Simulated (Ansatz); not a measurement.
# CS (carbon monosulfide) at BHLYP/cc-pVTZ

What is the vertical singlet–triplet gap of CS (carbon monosulfide) at BHLYP/cc-pVTZ? 

The results are computed with Ansatz 0.2.0.

31 further runs of the same task are left out: 31 set aside as unsound or not needed.

**1. The system as given**

CS has 2 atoms, charge 0, and is taken as a singlet. As SMILES, `[C-]#[S+]`. The bond length is the measured one.

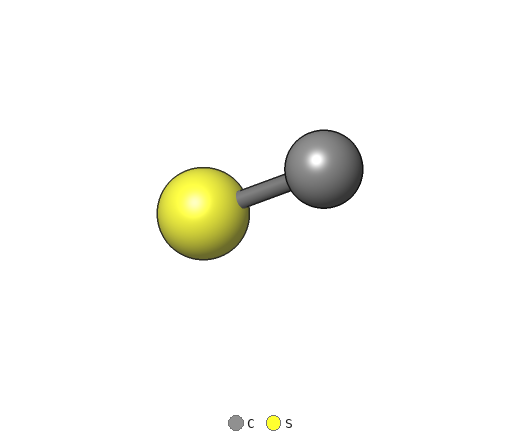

Viewed from a chosen angle; carbon grey, sulfur yellow.

**2. The energy at BHLYP/cc-pVTZ**

File in.yaml:

```yaml
crystal:
  periodic: [false, false, false]
  atoms:
    - {symbol: C, position_ang: [0.000000, 0.000000, 0.000000]}
    - {symbol: S, position_ang: [0.000000, 0.000000, 1.534941]}
basis:
  gaussian:
    orbitals: cc-pVTZ
magnetization:
  spin_polarized: false
  initial_magnetization: 0
output:
  orbitals: {seedname: orbitals}
hamiltonian:
  xc: {name: BHLYP}
accuracy: high
```

Command:

```
$ ansatz run in.yaml --threads 1 --pin off --max-ram 3480MiB --events-out events.jsonl --progress --plain --runs-dir runs
```

Log:

```text
Warning: RAYON_NUM_THREADS=1 ignored (pool sized by the plan → 1); use --threads N
Functional definition: BHLYP
  name "BHLYP"
  parameter a = 0.5
  exchange = (1 - a)*b88_x + a*exact_x
  correlation = lyp_c
891 factors; integrals over basis functions are off by at most 3.5e-9 eV
mean field evaluation 1: about -11868.8750 eV, gradient 2.0e1 eV
mean field evaluation 2: about -11867.4453 eV, gradient 3.0e1 eV
mean field evaluation 4: about -11869.9862 eV, gradient 6.2e-1 eV
mean field evaluation 8: about -11869.9935 eV, gradient 5.2e-2 eV
mean field evaluation 16: about -11869.9935 eV, gradient 6.3e-7 eV
mean field -11869.99351234 eV, -436.2142158078 hartree, gradient 6.8e-8 eV, S^2 0.000000; 0 other end points of the search recorded, 0 dependent functions left out
reference -11869.99352922 eV, -436.2142164281 hartree; 11, 11 occupied and 53, 53 virtual orbitals, 891 factors
Total energy: -11869.99352922 eV, -436.2142164281 hartree
```

Wall time 1.6 s (1 thread of Arm Neoverse V1, shared host); peak memory 0.12 GiB.

**3. The triplet, same level**

File molecule.yaml:

```yaml
crystal:
  periodic: [false, false, false]
  atoms:
    - {symbol: C, position_ang: [0.000000, 0.000000, 0.000000]}
    - {symbol: S, position_ang: [0.000000, 0.000000, 1.534941]}
basis:
  gaussian:
    orbitals: cc-pVTZ
output: {orbitals: {seedname: orbitals}}
magnetization:
  spin_polarized: true
  initial_magnetization: 2
accuracy: high
hamiltonian:
  xc: {name: BHLYP}
```

Command:

```
$ ansatz run molecule.yaml --threads 1 --pin off --max-ram 3480MiB --events-out events.jsonl --progress --plain --runs-dir runs
```

Log:

```text
Warning: RAYON_NUM_THREADS=1 ignored (pool sized by the plan → 1); use --threads N
[... 5 set-up lines as earlier in the session ...]
891 factors; integrals over basis functions are off by at most 3.5e-9 eV
mean field evaluation 1: about -11865.5163 eV, gradient 1.2e1 eV
mean field evaluation 2: about -11865.1613 eV, gradient 1.6e1 eV
mean field evaluation 4: about -11866.6301 eV, gradient 1.2e0 eV
mean field evaluation 8: about -11866.7686 eV, gradient 1.9e-1 eV
mean field evaluation 16: about -11866.7718 eV, gradient 4.5e-4 eV
mean field evaluation 32: about -11866.7103 eV, gradient 3.1e0 eV
mean field -11866.77181419 eV, -436.0958205845 hartree, gradient 2.0e-8 eV, S^2 2.041478; 1 other end points of the search recorded, 0 dependent functions left out
reference -11866.77183161 eV, -436.0958212248 hartree; 12, 10 occupied and 52, 54 virtual orbitals, 891 factors
Total energy: -11866.77183161 eV, -436.0958212248 hartree
```

It took 4.2 s on 1 thread of Arm Neoverse V1, shared host; peak memory 0.15 GiB.

**4. What came out**

At BHLYP/cc-pVTZ:

| quantity | value |
| --- | --- |
| singlet: total energy | -436.21422 Eh |
| singlet: HOMO energy | -10.34 eV |
| singlet: LUMO energy | -1.11 eV |
| singlet: HOMO–LUMO gap | 9.24 eV |
| triplet: total energy | -436.09582 Eh |
| triplet: HOMO energy (highest over α and β) | -6.54 eV |
| triplet: LUMO energy (lowest over α and β) | -4.10 eV |
| triplet: ⟨S²⟩ | 2.041 |
| vertical energy of the triplet above the singlet | 3.222 eV |

In words: At this shape the triplet lies 3.22 eV (311 kJ/mol) above the singlet.
